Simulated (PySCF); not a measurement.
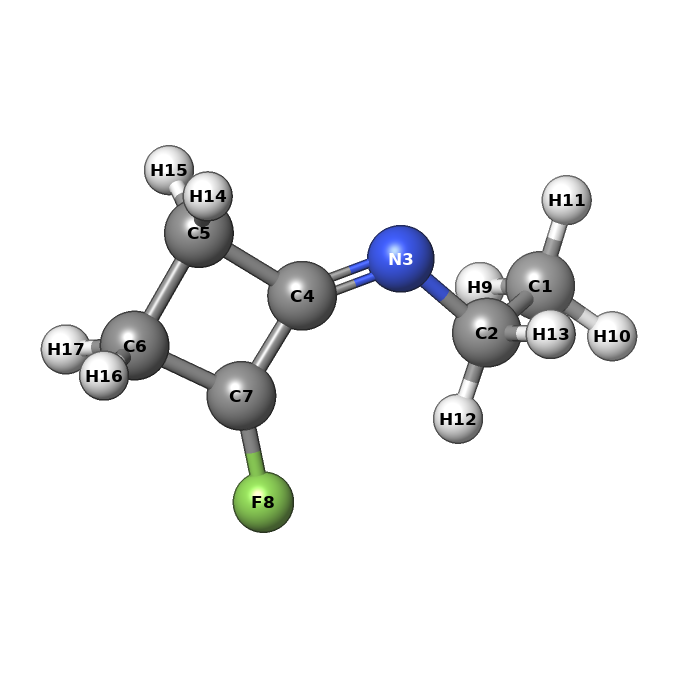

Charge 0, doublet. The geometry was computed by an optimisation with GFN2-xTB. No frequency run is at hand to confirm it as a minimum. Computed with UKS B3LYP, pcH-1 on C F H N, non-relativistic (PySCF 2.14.0). Fermi-contact and spin-dipolar terms alone, no spin-orbit part.

Which nucleus has the largest dipolar (anisotropic) hyperfine coupling?

19F at F8: principal values −181.3, −157.4, 338.7 MHz.

List the isotropic and dipolar parts for the most strongly coupled nuclei, one of each equivalent set.

```tsv
atom	isotope	a_iso (MHz)	dipolar part (MHz)
F8	19F	115.8	−181.3, −157.4, 338.7
C7	13C	78.3	−59.8, −55.9, 115.7
N3	14N	18.7	−22.2, −22.0, 44.2
C4	13C	−44.3	−24.7, 6.3, 18.3
H16	1H	84.4	−3.2, −2.8, 6.0
H17	1H	84.1	−3.2, −2.7, 5.9
H13	1H	66.3	−3.5, −2.3, 5.8
C1	13C	22.9	−2.3, −2.2, 4.5
```
